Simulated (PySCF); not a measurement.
# C₄H₈OSi: what the fields show

Input file:

```
{"job": {"kind": "nmr", "xc": "revPBE", "basis": "pcSseg-1", "pop": false}, "charge": 0, "multiplicity": 1}
O      2.102759     0.585058    -1.383474
C      1.216970     0.350829    -0.597841
C      0.800191    -1.083544    -0.220861
C     -0.647538    -1.158526     0.328057
Si    -1.343870     0.615037     0.193427
C      0.369590     1.421765     0.083362
H      1.534798    -1.443657     0.520463
H      0.951208    -1.703801    -1.116910
H     -1.255665    -1.890655    -0.223867
H     -0.661548    -1.475940     1.382698
H     -2.146932     1.048001     1.371552
H     -2.143986     0.824603    -1.047710
H      0.731642     1.518438     1.125026
H      0.492381     2.392393    -0.413922
```

Launched as:

```sh
OMP_NUM_THREADS=1 python ens_run.py task.json out
```

Geometry: B3LYP-D3(BJ)/def2-SVP; a saddle point, not a minimum.

Computed with revPBE/pcSseg-1, SCF density, gas phase, non-relativistic (PySCF 2.14.0).

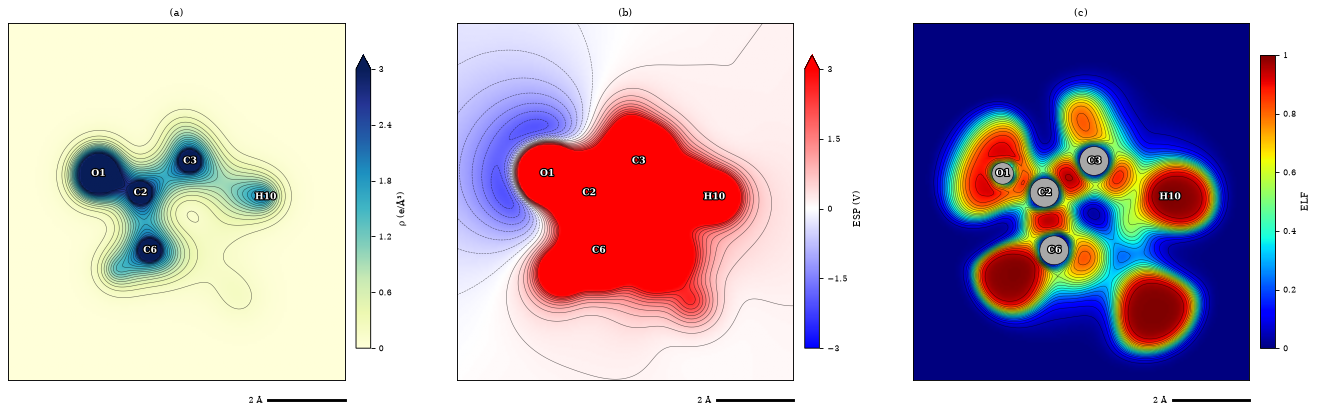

Figure 1. (a) total electron density; (b) molecular electrostatic potential; (c) ELF on the plane of atoms O1, C2 and C6. Grey discs cover the atomic cores in the ELF map.

Q: What do the fields say about this system?

A:
- Atoms in the plane: O, C and H.
- C–O (1.21 Å): ρ at the midpoint is about 3.3 e/Å³; the ELF peaks at about 0.85 between the atoms; a short, multiple covalent bond.
- C–C (1.53 Å): the density is about 1.6 e/Å³ at the midpoint; the ELF peaks at about 0.95 between the atoms; a covalent bond.
- The ELF also peaks beside O1, away from the bonds: lone-pair regions.
- Outside the dense part of the molecule the potential is most negative (−2.0 V) near O1.

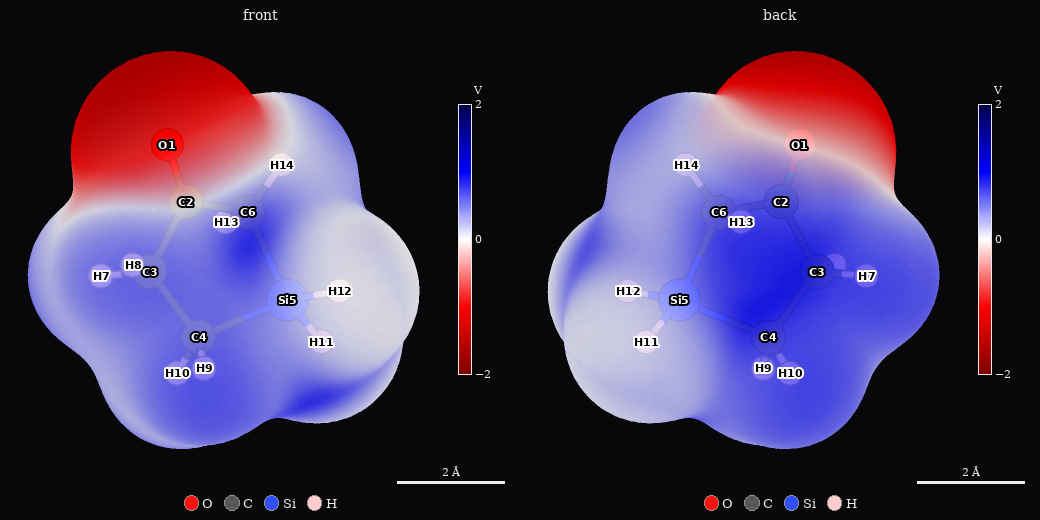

Figure 2. The molecular electrostatic potential painted on the density surface at 0.001 e/bohr³, seen from the front and from behind; red is negative and blue positive.

Q: Where is the surface potential most negative and most positive?

A: The most negative region (about −1.5 V) lies over O1, the most positive (about +0.9 V) over the C, H and Si atoms. O1 is the likeliest acceptor of a hydrogen bond.

Q: What dipole moment does the calculation give?

A: Its dipole moment is 2.72 D.
